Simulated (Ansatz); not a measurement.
**Cu2O (cuprite type, space group Pn-3m), energy against volume**

Cu2O (cuprite type, space group Pn-3m)

```
CELL_PARAMETERS angstrom
      4.22235     0.00000     0.00000
      0.00000     4.22235     0.00000
      0.00000     0.00000     4.22235
ATOMIC_POSITIONS crystal
  Cu 0.75000 0.75000 0.75000
  Cu 0.75000 0.25000 0.25000
  Cu 0.25000 0.75000 0.25000
  Cu 0.25000 0.25000 0.75000
  O  0.00000 0.00000 0.00000
  O  0.50000 0.50000 0.50000
```

The volume is varied about the relaxed value V₀ at fixed cell shape. Symmetry pins the atoms to their sites.

All values below come from PBEsol (plane waves to 420 eV, PAW, scalar-relativistic; Ansatz, a quantum-chemistry and plane-wave program). k mesh 8×8×8 (Γ-centred), Fermi-Dirac smearing 0.05 eV. E stands for the smeared free energy. Stress and pressure are positive under compression. Cu2O is run without spin polarisation. Cu2O was relaxed with its symmetry unable to fall. ΔE is measured from the relaxed starting cell.

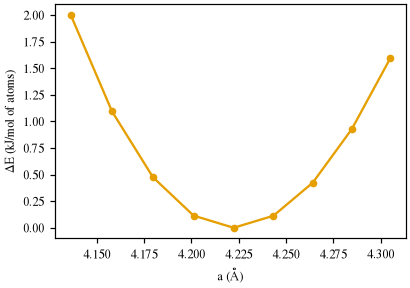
*ΔE (kJ/mol of atoms) against a (Å); one marker a computed point.*

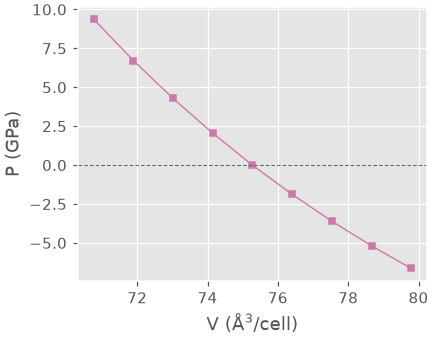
P (GPa) against V (Å³/cell); markers are the computed points, lines only join them.

The equilibrium volume of the fit comes out as 12.55 Å³/atom, the pressure derivative B₀′ (fit) comes out as 4.8 and the energy cost of the largest compression is 20.8 meV/atom. The pressure for 5 % compression (fit) comes out as 7.6 GPa and the energy cost of the largest expansion comes out as 16.5 meV/atom.

P = (3B₀/2)(x⁷ − x⁵)[1 + ¾(B₀′ − 4)(x² − 1)] with x = (1/0.95)^(1/3), B₀ = 131 GPa and B₀′ = 4.80.

(A scan under strain: stresses follow from slopes of the energy per volume, elastic moduli from its curvatures.)
